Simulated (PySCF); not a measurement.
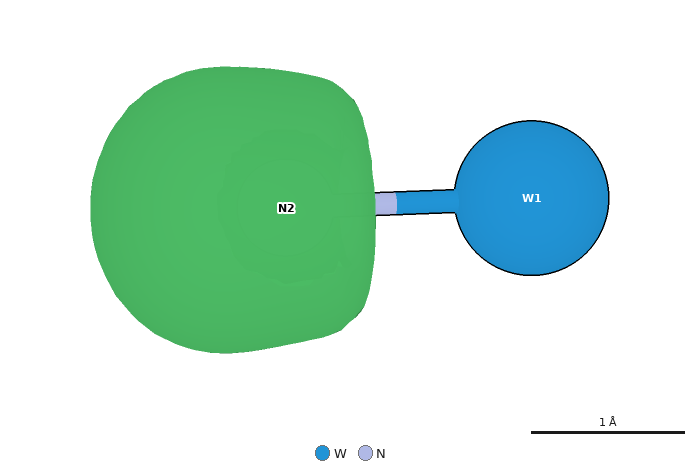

WN (quartet). Isosurface of the ELF at 0.75 (green), seen from one side. Core shells and regions of very low density are left out.

⟨S²⟩ = 3.83, above the pure value of 3.75; core potentials replace the inner electrons of W.

All numbers below come from PySCF, PBE0/cc-pVDZ(-PP), non-relativistic Hamiltonian with scalar-relativistic core potentials where named, at a bond length of 1.656 Å.

**What do the ELF domains correspond to?**

The surface consists of one lobe on N, pointing away from the bonds (non-bonding electrons). Profiles from the grid: W–N (1.66 Å): the ELF peaks at about 0.80 in the valence shell of N, 0.6 Å from its nucleus, and is about 0.50 at the midpoint.
